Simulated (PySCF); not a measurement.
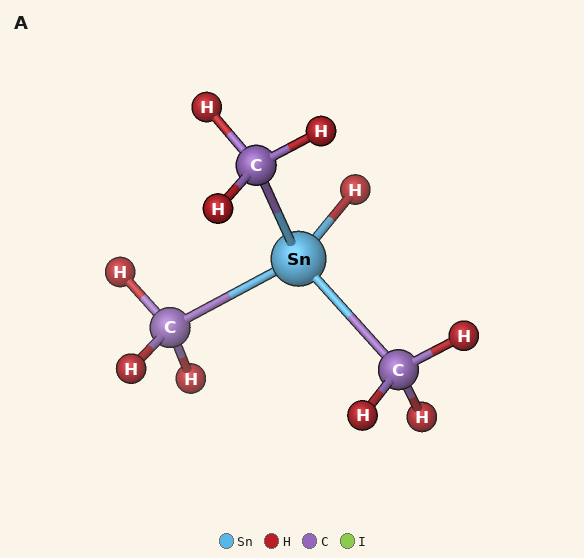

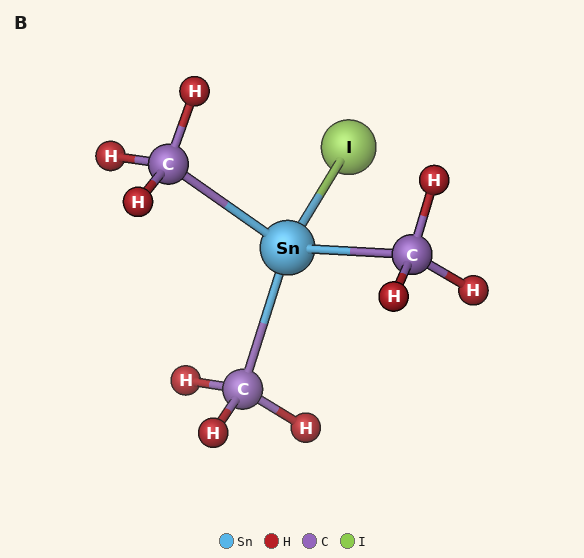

Two related species, optimised with PBE0-D3(BJ)/def2-SVP; properties computed with PySCF 2.14.0. Both: charge 0, singlet.

**What are A and B?**

A is SnHMe3, B is SnIMe3.

Compare them. With B3LYP/def2-SVPD, core potentials on Sn: dipole moment (D), HOMO–LUMO gap (eV), HOMO energy (Kohn–Sham orbital) (eV), lowest vertical singlet excitation (eV), mean static polarisability (bohr³). With PBE0-D3(BJ)/def2-SVP: mean Sn–C length (Å).

| quantity | A | B |
| --- | --- | --- |
| dipole moment (D) | 0.57 | 3.29 |
| HOMO–LUMO gap (eV) | 7.72 | 5.94 |
| HOMO energy (Kohn–Sham orbital) (eV) | −7.65 | −6.84 |
| lowest vertical singlet excitation (eV) | 6.87 | 4.96 |
| mean static polarisability (bohr³) | 81.7 | 118.2 |
| mean Sn–C length (Å) | 2.155 | 2.147 |

Each is one conformer, and no frequency run is at hand to confirm it as a minimum.
